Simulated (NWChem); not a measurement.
**One shape, several levels: SiH3Cl (chlorosilane)**

We compute a comparison of 6 runs (HF/aug-cc-pVDZ, B3LYP/6-31G*, SVWN5/aug-cc-pVDZ, MP2/aug-cc-pVDZ, CCSD(T)/3-21G, CCSD(T)/aug-cc-pVDZ) of SiH3Cl (chlorosilane). 

Program for the calculation: NWChem 7.3.0.

### Step 1. The molecule

SiH3Cl: 5 atoms, total charge 0, spin state singlet. SMILES: `[SiH3]Cl`. Geometry: relaxed at PBE0-D4/def2-TZVP.

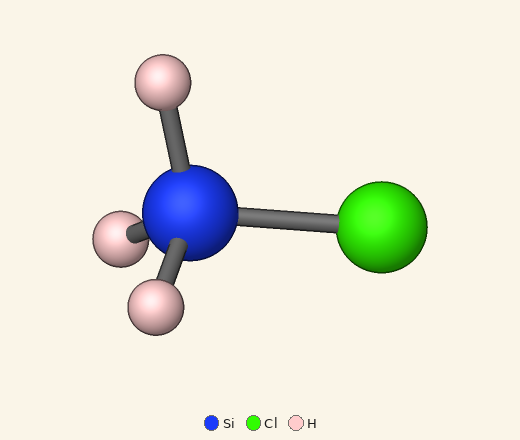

Viewed from a chosen angle; silicon blue, chlorine green, hydrogen pink.

### Step 2. Energy and gradient at HF/aug-cc-pVDZ (run 1)

Input file work.nw:

```
start work
memory total 2200 mb

geometry noautosym nocenter noautoz
 Si   -0.112000    0.018600   -0.030900
 Cl    1.838300   -0.513500    0.329900
 H    -0.950900   -0.488300    1.079100
 H    -0.534700   -0.585700   -1.314900
 H    -0.190800    1.495400   -0.104700
end

basis spherical bse
 * library aug-cc-pVDZ
end

scf
 thresh 1e-08
 maxiter 80
end

task scf gradient
```

Started as:

```
$ nwchem work.nw > work.out
```

The log of the run:

```text
[...]
  functions       =    81
[...]
  wavefunction    = RHF
[...]
         Total SCF energy =   -750.225540751608
      One-electron energy =  -1209.797949215118
      Two-electron energy =    373.235183993260
 Nuclear repulsion energy =     86.337224470250
        Time for solution =     70.6s
[...]
                         RHF ENERGY GRADIENTS
    atom               coordinates                        gradient
                 x          y          z           x          y          z
   1 Si     -0.211649   0.035149  -0.058393    0.016483  -0.004485   0.003014
   2 Cl      3.473883  -0.970374   0.623421   -0.014477   0.003948  -0.002675
   3 H      -1.796940  -0.922753   2.039203   -0.000776   0.000012   0.000197
   4 H      -1.010436  -1.106813  -2.484801   -0.000658   0.000002  -0.000415
   5 H      -0.360560   2.825896  -0.197854   -0.000573   0.000523  -0.000121
[...]
```

Run time: 2 min. Hardware: 1 thread of Intel Xeon Platinum 8259CL at 2.50GHz (Skylake/Cascade Lake), shared host; peak memory 0.1 GiB.

### Step 3. Energy and forces at B3LYP/6-31G(d) (Cartesian functions) (run 2)

Input file geom.nw:

```
START geom
TITLE "ClH3Si gradient"
memory stack 880 mb heap 220 mb global 1100 mb

GEOMETRY units atomic noautosym nocenter noautoz
  Si    -0.21164933     0.03514891    -0.05839254
  Cl     3.47388353    -0.97037436     0.62342065
  H     -1.79694057    -0.92275327     2.03920346
  H     -1.01043656    -1.10681259    -2.48480088
  H     -0.36055974     2.82589645    -0.19785433
END

BASIS cartesian
  Si library 6-31G*
  Cl library 6-31G*
  H library 6-31G*
END

DFT
  xc b3lyp
  grid xfine
  convergence energy 1e-08
  maxiter 100
  mulliken
  print medium
END

TASK dft gradient
```

Started as:

```
$ nwchem geom.nw > geom.out
```

The log of the run:

```text
[...]
          Wavefunction type:  closed shell.
          No. of atoms     :     5
          No. of electrons :    34
[...]
          Charge           :     0
          Spin multiplicity:     1
[...]
          AO basis - number of functions:    44
[...]
              XC Information
              --------------
                         B3LYP Method XC Potential
                     Hartree-Fock (Exact) Exchange  0.200
                        Slater Exchange Functional  0.800 local
                    Becke 1988 Exchange Functional  0.720 non-local
              Lee-Yang-Parr Correlation Functional  0.810
                  VWN I RPA Correlation Functional  0.190 local
[...]
 d= 0,ls=0.0,diis     1   -751.5013442550 -8.38D+02  1.82D-02  3.32D-01     1.9
[...]
 d= 0,ls=0.0,diis     8   -751.5308349632 -2.31D-10  6.88D-07  6.28D-10    11.0
         Total DFT energy =     -751.530834963174
      One electron energy =    -1210.128246971560
           Coulomb energy =      422.585867240273
    Exchange-Corr. energy =      -50.325673507918
 Nuclear repulsion energy =       86.337218276031
[...]
      Total Density - Mulliken Population Analysis
     ---------------------------------------------
    Atom       Charge   Shell Charges
 -----------   ------   -------------------------------------------------------
    1 Si  14    13.59   2.00  1.99  5.96  1.05  1.89  0.23  0.29  0.18
    2 Cl  17    17.26   2.00  1.99  5.97  1.45  3.65  0.56  1.67 -0.03
    3 H    1     1.05   0.51  0.54
    4 H    1     1.05   0.51  0.54
    5 H    1     1.05   0.51  0.54
[...]
  wavefunction    = closed shell
                         DFT ENERGY GRADIENTS
    atom               coordinates                        gradient
                 x          y          z           x          y          z
   1 Si     -0.211649   0.035149  -0.058393    0.006965  -0.001888   0.001254
   2 Cl      3.473884  -0.970374   0.623421   -0.008868   0.002418  -0.001638
   3 H      -1.796941  -0.922753   2.039203    0.000693  -0.000077  -0.000067
   4 H      -1.010437  -1.106813  -2.484801    0.000635  -0.000046   0.000334
   5 H      -0.360560   2.825896  -0.197854    0.000574  -0.000406   0.000117
[...]
```

Run time: 15 s. Hardware: 1 thread of Intel Xeon Platinum 8259CL at 2.50GHz (Skylake/Cascade Lake), shared host; peak memory 0.13 GiB.

Run 3 isn't shown in full; the table further down has it.

### Step 4. Energy and gradient at MP2/aug-cc-pVDZ (run 4)

Input file calc.nw:

```
start calc
memory stack 880 mb heap 220 mb global 1100 mb

geometry units angstrom noautosym nocenter noautoz
 Si    -0.112000     0.018600    -0.030900
 Cl     1.838300    -0.513500     0.329900
 H     -0.950900    -0.488300     1.079100
 H     -0.534700    -0.585700    -1.314900
 H     -0.190800     1.495400    -0.104700
end

basis spherical bse
 * library aug-cc-pVDZ
end

scf
 thresh 1e-08
 maxiter 80
 print medium
end

mp2
 freeze core 10
 tight
end

task mp2 gradient
```

Started as:

```
$ nwchem calc.nw > calc.out
```

The log of the run:

```text
[...]
  functions       =    81
[...]
  wavefunction    = RHF
[...]
         Total SCF energy =   -750.225540751608
      One-electron energy =  -1209.797949215118
      Two-electron energy =    373.235183993260
 Nuclear repulsion energy =     86.337224470250
        Time for solution =     64.2s
[...]
          Total MP2 energy          -750.482038009946
[...]
                         mp2 ENERGY GRADIENTS
    atom               coordinates                        gradient
                 x          y          z           x          y          z
   1 Si     -0.211649   0.035149  -0.058393    0.016080  -0.004375   0.002940
   2 Cl      3.473883  -0.970374   0.623421   -0.016262   0.004435  -0.003005
   3 H      -1.796940  -0.922753   2.039203    0.000360   0.000466  -0.000906
   4 H      -1.010436  -1.106813  -2.484801    0.000047   0.000557   0.000966
   5 H      -0.360560   2.825896  -0.197854   -0.000226  -0.001082   0.000005
[...]
```

Wall time 2.6 min (1 thread of Intel Xeon Platinum 8259CL at 2.50GHz (Skylake/Cascade Lake), shared host); peak memory 0.18 GiB.

Run 5 isn't shown in full; the table further down has it.

### Step 5. A single-point energy at CCSD(T)/aug-cc-pVDZ (run 6)

Input file clh3si.nw:

```
start clh3si
title "ClH3Si energy"
memory stack 880 mb heap 220 mb global 1100 mb

geometry units angstrom noautosym nocenter noautoz
  Si    -0.112000     0.018600    -0.030900
  Cl     1.838300    -0.513500     0.329900
  H     -0.950900    -0.488300     1.079100
  H     -0.534700    -0.585700    -1.314900
  H     -0.190800     1.495400    -0.104700
end

basis spherical bse
  Si library aug-cc-pVDZ
  Cl library aug-cc-pVDZ
  H library aug-cc-pVDZ
end

scf
  thresh 1e-08
  maxiter 80
end

ccsd
  freeze core 10
  maxiter 60
end

task ccsd(t) energy
```

Started as:

```
$ nwchem clh3si.nw > clh3si.out
```

The log of the run:

```text
[...]
  functions       =    81
[...]
  wavefunction    = RHF
[...]
         Total SCF energy =   -750.225540751608
      One-electron energy =  -1209.797949215118
      Two-electron energy =    373.235183993260
 Nuclear repulsion energy =     86.337224470250
        Time for solution =     81.1s
[...]
 Total MP2 energy:           -750.482038009945768
[...]
             energy      energy      error      ampl     ampl      Block
                                                time     time      time
[...]
 Total CCSD energy:           -750.517457415406739
[...]
 Total CCSD+T(CCSD) energy:           -750.524812920422391
[...]
 Total CCSD(T) energy:                -750.524668425725736
[...]
```

It took 4.5 min on 1 thread of Intel Xeon Platinum 8259CL at 2.50GHz (Skylake/Cascade Lake), shared host; peak memory 0.16 GiB.

### Step 6. Overview of the runs

```csv
run,level,Cartesian functions,iteration cap,energy (Eh),dipole moment (D),HOMO energy (eV),LUMO energy (eV),wall time
1,HF/aug-cc-pVDZ,no,80,-750.225541,1.55,-12.28,1.04,2 min
2,B3LYP/6-31G* (Cartesian functions),yes,100,-751.530835,1.68,-8.66,-0.25,15 s
3,SVWN5/aug-cc-pVDZ,no,100,-748.851646,1.36,-7.72,-1.38,93 s
4,MP2/aug-cc-pVDZ,no,80,-750.482038,1.41,-12.28,1.04,2.6 min
5,CCSD(T)/3-21G,no,80,-746.578327,–,–,–,5.4 s
6,CCSD(T)/aug-cc-pVDZ,no,80,-750.524668,–,-12.28,1.04,4.5 min
```

### Step 7. Outcome

| quantity | value |
| --- | --- |
| run 6: total energy | -750.52467 Eh |
| run 6: HOMO energy (Hartree–Fock orbitals) | -12.28 eV |
| run 6: LUMO energy (Hartree–Fock orbitals) | 1.04 eV |
| run 6: HOMO–LUMO gap (Hartree–Fock orbitals) | 13.33 eV |
| run 6: correlation energy (10 core orbitals frozen) | -299.1 mEh |
| run 6: (T) correction | -7.21 mEh |

What this shows: Below the HF energy at the same shape and in the same basis (aug-cc-pVDZ): MP2 -256.5 mEh; CCSD(T) -299.1 mEh. Over runs 1, 2, 3, 4 the dipole moment (its size) runs from 1.36 D (SVWN5/aug-cc-pVDZ) to 1.68 D (B3LYP/6-31G*). The two ends differ in method and basis. Over runs 1, 2, 3 the HOMO–LUMO gap runs from 6.33 eV (SVWN5/aug-cc-pVDZ) to 13.33 eV (HF/aug-cc-pVDZ). Exact exchange widens orbital gaps. Totals of different functionals can't be ranked against each other. All runs together took 11 min, the longest 4.5 min.
